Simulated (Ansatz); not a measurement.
Consider AlN in the zinc blende structure (space group F-43m, No. 216; a = 4.342 Å).

One thing is altered: every lattice vector is shortened by 2.50 %; the atoms relax in the strained cell.

The values are results of LDA in Ansatz (plane waves to 420 eV, PAW, without spin-orbit coupling), not measurements.

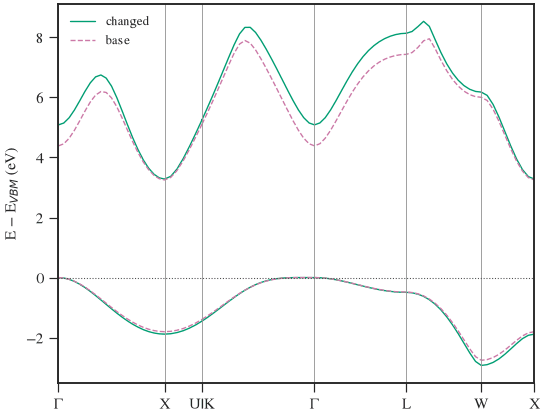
Figure: Highest valence and lowest conduction band along the path, each from its own valence-band maximum

Question: From the figure, how large is the changed gap, and is it direct?

Answer: About 3.3 eV, indirect, Γ → X.

Whether these cells are dynamically stable was not tested. This is not the structure that AlN has at room temperature and ambient pressure.

Ansatz is a first-principles code.
